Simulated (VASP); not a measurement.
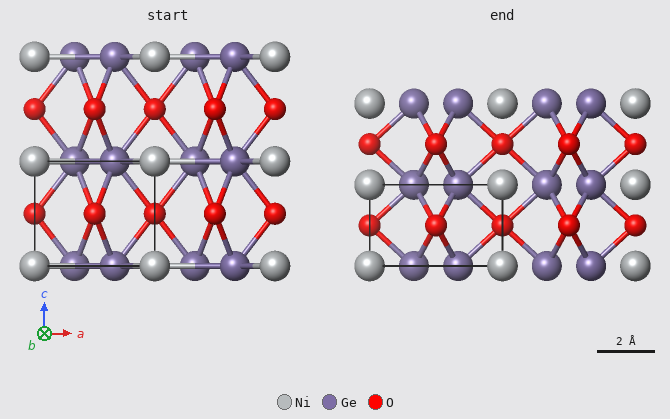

The structure of solid NiGe2O3 (a generated structure, set up in P6/mmm) before (left) and after (right) a relaxation, at one scale.

The picture is a ball-and-stick view of the cell of the calculation, repeated 2 × 1 × 2 with one cell outlined, seen along the b axis.

The run lets cell and atoms move.

Level of theory: Kohn-Sham DFT of a periodic cell, PBE, VASP PAW PBE potentials, recommended (VASP).

The input:
```
  PREC = Normal
  ENCUT = 520
  EDIFF = 1E-4
  ISMEAR = 0
  SIGMA = 0.15
  LREAL = F
  LASPH = T
  NELM = 60
  ALGO = Fast
  ISIF = 3
  LWAVE = F
  LCHARG = F
  ISPIN = 2
  MAGMOM = 1 0 0 0 0 0
  LORBIT = 11
  LMAXMIX = 4
  GGA = PE
  IBRION = 2
  NSW = 24
  EDIFFG = -0.08
```

Command:
```bash
cat potpaw_PBE.64/Ni/POTCAR potpaw_PBE.64/Ge_d/POTCAR potpaw_PBE.64/O/POTCAR > POTCAR
mpirun -np 1 vasp_std > vasp.out
```

Summarise the run.

Answer. After 8 geometry steps the energy has fallen by 606 meV per atom. All forces vanish by symmetry, so only the cell relaxes. The pressure goes from −4.40 to 0.05 GPa. No atom moves by more than 0.005 Å relative to the cell. The drawn cell changes as follows: a = b 4.918 → 5.439 Å (+10.6 %), c 3.706 → 2.879 Å (−22.3 %); the volume changes by −5.0 %. Among the contacts that change: Ge–Ni 2.840 → 3.140 Å, Ge–O 2.335 → 2.130 Å. Among the angles between lasting bonds that change: Ge–O–Ge 74.9° → 95.0°, O–Ge–O 105.1° → 85.0°, Ge–O–Ge 105.1° → 85.0°. The space group stays P6/mmm (No. 191). It ran on 1 thread of Intel(R) Xeon(R) Platinum 8259CL CPU @ 2.50GHz (Skylake/Cascade Lake) (shared host).

Limits of the set-up: only the magnetic order of this start and cell was tried (total moment 0.0 μB per cell).
